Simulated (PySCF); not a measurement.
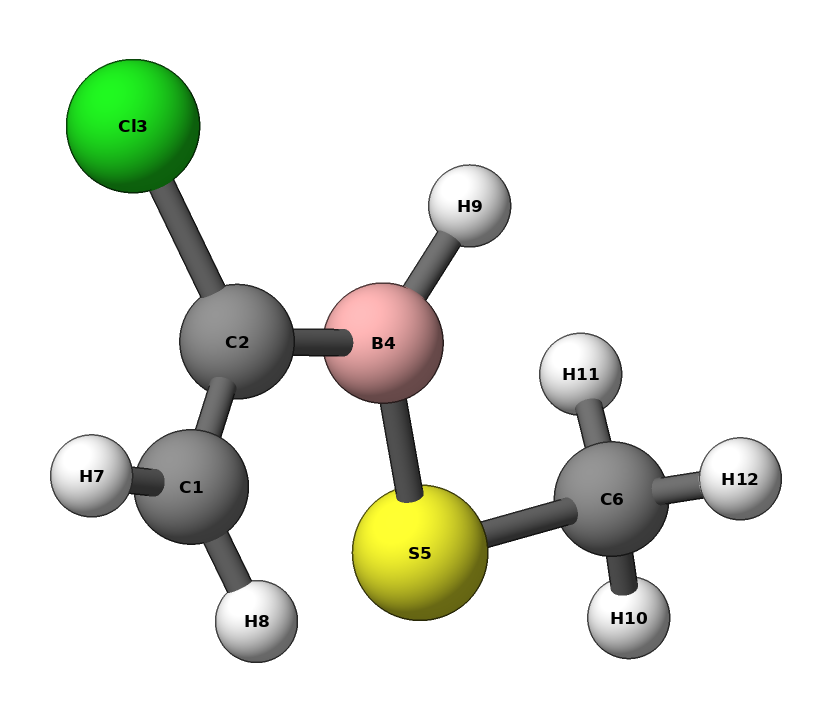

The geometry was computed by an optimisation with PBE0-D3(BJ)/def2-SVP. No frequency run is at hand to confirm it as a minimum. Level of theory: GIAO BHandHLYP/pcSseg-1 NMR shielding, non-relativistic, gas phase (PySCF 2.14.0). Principal shieldings σ11 ≤ σ22 ≤ σ33, span Ω = σ33 − σ11, skew κ = 3(σiso − σ22)/Ω.

Give the shielding tensors of the Cl atoms.

| atom | σ11 | σ22 | σ33 | σiso | Ω | κ |
| --- | --- | --- | --- | --- | --- | --- |
| Cl3 | 484.5 | 637.8 | 1003.4 | 708.6 | 518.9 | 0.41 |

Shieldings and span in ppm.
